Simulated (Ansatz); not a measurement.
# CH6BFSi: single points with varied inputs, part 2 of 2

Ansatz 0.2.0, Gaussian basis; the settings change from run to run.

**7. B97M-V/cc-pVTZ-DK**

This run has multiplicity 3, atoms shaken by 0.03 Å, a grid of angular degree 11.

Contents of in.yaml:

```yaml
crystal:
  periodic: [false, false, false]
  atoms:
    - {symbol: B, position_ang: [-1.525375, 0.537220, -0.021315]}
    - {symbol: C, position_ang: [-0.409110, -0.479757, -0.377713]}
    - {symbol: Si, position_ang: [1.275251, -0.029028, 0.233649]}
    - {symbol: F, position_ang: [2.349614, -1.138092, -0.144346]}
    - {symbol: H, position_ang: [-1.738792, 1.450506, -0.788961]}
    - {symbol: H, position_ang: [-2.100191, 0.503405, 0.963257]}
    - {symbol: H, position_ang: [-0.246272, -0.637872, -1.426059]}
    - {symbol: H, position_ang: [-0.555663, -1.543658, 0.119843]}
    - {symbol: H, position_ang: [1.270202, 0.060780, 1.689599]}
    - {symbol: H, position_ang: [1.746528, 1.187801, -0.330688]}
basis:
  gaussian: {orbitals: cc-pVTZ-DK, final_grid: {core_spheres: 5, valence_spheres: 4, degree: 11}}
magnetization: {spin_polarized: true, initial_magnetization: 2}
hamiltonian: {xc: {name: B97M-V}}
```

Started as:

```sh
ansatz run in.yaml --threads 2 --pin off --events-out ev --progress --plain --max-ram 4352MiB
```

Standard output (excerpt; [...] marks lines left out):

```text
Functional definition: B97M-V
  name "B97M-V"
  cite "Mardirossian & Head-Gordon, J. Chem. Phys. 142, 074111 (2015) doi:10.1063/1.4907719"
  cite "Becke, J. Chem. Phys. 107, 8554 (1997) doi:10.1063/1.475007"
  cite "Vydrov & Van Voorhis, J. Chem. Phys. 133, 244103 (2010) doi:10.1063/1.3521275"
  # Of w^i u^j: cxij and so on, Table III.
[...]
  gx(w, u) = cx00 + cx01*u + cx02*u^2 + (cx10 + cx11*u)*w
  gss(w, u) = css00 + css02*u^2 + css10*w + (css32*w^3 + css42*w^4)*u^2
  gos(w, u) = cos00 + cos01*u + cos03*u^3 + cos10*w + cos32*w^3*u^2
[...]
      + integral(e_c_pw_mod_opposite_spin*gos(b97_w_opposite, b97_u_opposite)) + vv10(b, c)
1153 factors; their error is unknown
[...]
mean field -12420.09707353 eV, -456.4301488082 hartree, gradient 7.2e-6 eV, S^2 2.005177; 5 other end points of the search recorded, 0 dependent functions left out
reference -12420.09715161 eV, -456.4301516775 hartree; 21, 19 occupied and 187, 189 virtual orbitals, 1153 factors
Total energy: -12420.09715161 eV, -456.4301516775 hartree
Relativity: scalar
```

Run time: 22 s. Hardware: 2 threads of Arm Neoverse V2, shared host; peak memory 0.56 GiB.

⟨S²⟩ 2.005.

**8. B2PLYP/def2-SVPD**

This run has a point charge of 2.00 e beside it.

Contents of in.yaml:

```yaml
crystal:
  periodic: [false, false, false]
  atoms:
    - {symbol: B, position_ang: [-1.485814, 0.520723, -0.041612]}
    - {symbol: C, position_ang: [-0.408376, -0.522494, -0.378704]}
    - {symbol: Si, position_ang: [1.266505, -0.009985, 0.278358]}
    - {symbol: F, position_ang: [2.319420, -1.146496, -0.128849]}
    - {symbol: H, position_ang: [-1.699281, 1.439073, -0.779707]}
    - {symbol: H, position_ang: [-2.092608, 0.461782, 0.988920]}
    - {symbol: H, position_ang: [-0.235892, -0.642527, -1.454189]}
    - {symbol: H, position_ang: [-0.579945, -1.497772, 0.090576]}
    - {symbol: H, position_ang: [1.269375, 0.086593, 1.757192]}
    - {symbol: H, position_ang: [1.729716, 1.259901, -0.329185]}
basis:
  gaussian: {orbitals: def2-SVPD, point_charges: [{charge: 2.00, position_ang: [5.017, 0.824, 0.824]}]}
hamiltonian: {xc: {name: B2PLYP}}
output: {forces: true}
```

Launched as before.

Standard output (excerpt; [...] marks lines left out):

```text
Functional definition: B2PLYP
  name "B2PLYP"
  cite "Grimme, J. Chem. Phys. 124, 034108 (2006) doi:10.1063/1.2148954"
  cite "Becke, Phys. Rev. A 38, 3098 (1988) doi:10.1103/PhysRevA.38.3098"
  cite "Lee, Yang & Parr, Phys. Rev. B 37, 785 (1988) doi:10.1103/PhysRevB.37.785"
[...]
1326 factors; integrals over basis functions are off by at most 1.0e-3 eV
[...]
mean field -12389.61316421 eV, -455.3098858032 hartree, gradient 9.6e-6 eV, S^2 0.000000; 0 other end points of the search recorded, 0 dependent functions left out
8 core orbitals not correlated: weight in the atoms' cores, before any rotation towards them, 1.000 or more for the frozen orbitals, at most 0.000 for the correlated occupied ones
reference -12389.61335814 eV, -455.3098929302 hartree; 12, 12 occupied and 115, 115 virtual orbitals, 1326 factors
second order -17.85653578 eV of doubles, -0.00000000 eV of singles
[...]
Atom 0 at    -1.485814     0.520723    -0.041612 Å, force    -0.855808     0.581458     0.163118 eV/Å
Atom 1 at    -0.408376    -0.522494    -0.378704 Å, force     0.852273     0.052863    -0.031836 eV/Å
Atom 2 at     1.266505    -0.009985     0.278358 Å, force    -2.626775     0.537810     0.474831 eV/Å
Atom 3 at     2.319420    -1.146496    -0.128849 Å, force     2.302715    -1.044690    -0.315099 eV/Å
Atom 4 at    -1.699281     1.439073    -0.779707 Å, force     0.080050     0.028810    -0.044410 eV/Å
Atom 5 at    -2.092608     0.461782     0.988920 Å, force     0.054768    -0.042159     0.045504 eV/Å
Atom 6 at    -0.235892    -0.642527    -1.454189 Å, force     0.009068    -0.022357    -0.258771 eV/Å
Atom 7 at    -0.579945    -1.497772     0.090576 Å, force     0.041709    -0.231813     0.188407 eV/Å
Atom 8 at     1.269375     0.086593     1.757192 Å, force     0.444422     0.091930     0.141613 eV/Å
Atom 9 at     1.729716     1.259901    -0.329185 Å, force     0.783416     0.368565    -0.111225 eV/Å
Dipole moment:    -1.154925    -0.140119    -0.184916 e Å
```

Wall time 8.5 s (2 threads of Arm Neoverse V2, shared host); peak memory 0.49 GiB.

Largest force 2.723 eV/Å, dipole 5.66 D.

**9. RPBE/aug-pcseg-2**

Set apart from the defaults: finite nuclei, D4 dispersion, high accuracy.

Edit in.yaml of step 8 so:

```diff
@@ -14,4 +14,5 @@
 basis:
-  gaussian: {orbitals: def2-SVPD, point_charges: [{charge: 2.00, position_ang: [5.017, 0.824, 0.824]}]}
-hamiltonian: {xc: {name: B2PLYP}}
+  gaussian: {orbitals: aug-pcseg-2, nuclear_model: gaussian}
+hamiltonian: {xc: {name: RPBE}, dispersion: d4}
+accuracy: high
 output: {forces: true}
```

Launched as before.

Standard output (excerpt; [...] marks lines left out):

```text
Functional definition: RPBE
  name "RPBE"
  cite "Hammer, Hansen & Nørskov, Phys. Rev. B 59, 7413 (1999) doi:10.1103/PhysRevB.59.7413"
  cite "Perdew, Burke & Ernzerhof, Phys. Rev. Lett. 77, 3865 (1996) doi:10.1103/PhysRevLett.77.3865"
[...]
4935 factors; integrals over basis functions are off by at most 3.7e-9 eV
[...]
mean field -12408.23692619 eV, -455.9942964323 hartree, gradient 2.5e-8 eV, S^2 0.000000; 0 other end points of the search recorded, 0 dependent functions left out
[...]
reference -12408.23693474 eV, -455.9942967465 hartree; 20, 20 occupied and 306, 306 virtual orbitals, 4935 factors
Total energy: -12408.86583096 eV, -456.0174082565 hartree
Atom 0 at    -1.485814     0.520723    -0.041612 Å, force    -0.106511     0.081782     0.021695 eV/Å
Atom 1 at    -0.408376    -0.522494    -0.378704 Å, force    -0.176478    -0.031015    -0.055886 eV/Å
Atom 2 at     1.266505    -0.009985     0.278358 Å, force    -0.251544     0.473502     0.209532 eV/Å
Atom 3 at     2.319420    -1.146496    -0.128849 Å, force     0.560963    -0.597104    -0.211267 eV/Å
Atom 4 at    -1.699281     1.439073    -0.779707 Å, force    -0.019982     0.113599    -0.091206 eV/Å
Atom 5 at    -2.092608     0.461782     0.988920 Å, force    -0.069425    -0.008424     0.130360 eV/Å
Atom 6 at    -0.235892    -0.642527    -1.454189 Å, force     0.051463    -0.026067    -0.226292 eV/Å
Atom 7 at    -0.579945    -1.497772     0.090576 Å, force    -0.023193    -0.208324     0.102227 eV/Å
Atom 8 at     1.269375     0.086593     1.757192 Å, force    -0.014620     0.019776     0.204664 eV/Å
Atom 9 at     1.729716     1.259901    -0.329185 Å, force     0.049328     0.182275    -0.083828 eV/Å
Dipole moment:    -0.125022     0.003329    -0.024036 e Å
```

Run time: 54 s. Hardware: 2 threads of Arm Neoverse V2, shared host; peak memory 3.2 GiB.

Largest force 0.846 eV/Å, dipole 0.61 D.

**10. HF/aug-pcseg-2**

Options: coordinates scaled by 1.12, a grid of angular degree 11, high accuracy.

Contents of in.yaml:

```yaml
crystal:
  periodic: [false, false, false]
  atoms:
    - {symbol: B, position_ang: [-1.664112, 0.583210, -0.046605]}
    - {symbol: C, position_ang: [-0.457381, -0.585193, -0.424149]}
    - {symbol: Si, position_ang: [1.418485, -0.011183, 0.311761]}
    - {symbol: F, position_ang: [2.597751, -1.284075, -0.144311]}
    - {symbol: H, position_ang: [-1.903194, 1.611761, -0.873272]}
    - {symbol: H, position_ang: [-2.343721, 0.517196, 1.107590]}
    - {symbol: H, position_ang: [-0.264199, -0.719630, -1.628692]}
    - {symbol: H, position_ang: [-0.649539, -1.677504, 0.101445]}
    - {symbol: H, position_ang: [1.421700, 0.096984, 1.968055]}
    - {symbol: H, position_ang: [1.937282, 1.411090, -0.368687]}
basis:
  gaussian: {orbitals: aug-pcseg-2, final_grid: {core_spheres: 5, valence_spheres: 4, degree: 11}}
hamiltonian: {xc: {name: HF}}
accuracy: high
output: {forces: true}
```

The command is unchanged.

Standard output (excerpt; [...] marks lines left out):

```text
Functional definition: HF
  name "HF"
  cite "Fock, Z. Phys. 61, 126 (1930) doi:10.1007/BF01340294"
  parent pbe
[...]
5024 factors; integrals over basis functions are off by at most 3.7e-9 eV
[...]
mean field -12365.99645756 eV, -454.4419878417 hartree, gradient 2.3e-8 eV, S^2 0.000000; 0 other end points of the search recorded, 0 dependent functions left out
[...]
reference -12365.99645756 eV, -454.4419878417 hartree; 20, 20 occupied and 306, 306 virtual orbitals, 5024 factors
Total energy: -12365.99645756 eV, -454.4419878417 hartree
Atom 0 at    -1.664112     0.583210    -0.046605 Å, force     0.275881    -0.101787     0.004462 eV/Å
Atom 1 at    -0.457381    -0.585193    -0.424149 Å, force     0.677548    -0.597519    -0.181943 eV/Å
Atom 2 at     1.418485    -0.011183     0.311761 Å, force     1.106024    -1.420969    -0.555932 eV/Å
Atom 3 at     2.597751    -1.284075    -0.144311 Å, force    -3.127178     3.364275     1.203802 eV/Å
Atom 4 at    -1.903194     1.611761    -0.873272 Å, force     0.523371    -2.172880     1.685469 eV/Å
Atom 5 at    -2.343721     0.517196     1.107590 Å, force     1.432560     0.086202    -2.402714 eV/Å
Atom 6 at    -0.264199    -0.719630    -1.628692 Å, force    -0.686045     0.311022     3.484382 eV/Å
Atom 7 at    -0.649539    -1.677504     0.101445 Å, force     0.450892     3.140393    -1.625903 eV/Å
Atom 8 at     1.421700     0.096984     1.968055 Å, force     0.089301    -0.245041    -2.689758 eV/Å
Atom 9 at     1.937282     1.411090    -0.368687 Å, force    -0.742355    -2.363696     1.078136 eV/Å
Dipole moment:    -0.366310     0.227865     0.048231 e Å
```

Wall time 56 s (2 threads of Arm Neoverse V2, shared host); peak memory 3.3 GiB.

Largest force 4.748 eV/Å, dipole 2.09 D.

**11. All runs side by side**

```
            level  charge  multiplicity               geometry  functions  energy (eV)   time
    PBE0/def2-SVP       0             1                relaxed         90   -12392.502  1.4 s
BHLYP/aug-pcseg-2       0             1  relaxed, point charge        326   -12407.944   69 s
      RPA/cc-pVDZ      -1             2                 scaled         90   -12387.019    6 s
CAM-B3LYP/pcseg-2       0             1                relaxed        208   -12407.786  3.3 s
BHLYP/def2-mTZVPP       0             3                 shaken        119   -12396.928  5.5 s
B97M-V/cc-pVTZ-DK       0             3                 shaken        208   -12420.097   22 s
 B2PLYP/def2-SVPD       0             1  relaxed, point charge        135   -12394.435  8.5 s
 RPBE/aug-pcseg-2       0             1                relaxed        326   -12408.866   54 s
   HF/aug-pcseg-2       0             1                 scaled        326   -12365.996   56 s
```

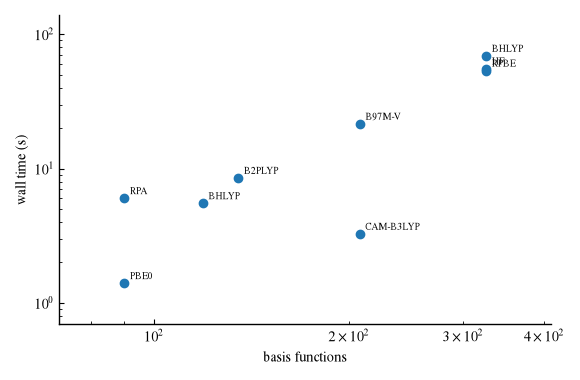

Wall time against the number of basis functions (shared host).

**12. Outcome**

What follows sums up all 2 parts.

| quantity | value |
| --- | --- |
| runs | 9 |
| quickest | PBE0/def2-SVP, 1.4 s |
| slowest | BHLYP/aug-pcseg-2, 69 s |
| spread of total energies, same state and geometry | 16.4 eV |
| dipole, same state and geometry | 0.61 to 0.84 D |

Run time spans a factor of 49, from PBE0/def2-SVP to BHLYP/aug-pcseg-2. The jobs differ in tasks and options as well as level. The totals spread over 16 eV; they can't be compared across methods or bases. At the PBE0-D4/def2-TZVP geometry and in the same state, runs without warnings or point charges leave forces up to 0.94 eV/Å (PBE0/def2-SVP), against 4.7 eV/Å where the atoms were moved. At that geometry and state the dipole changes by 37 % between the lowest and highest value.
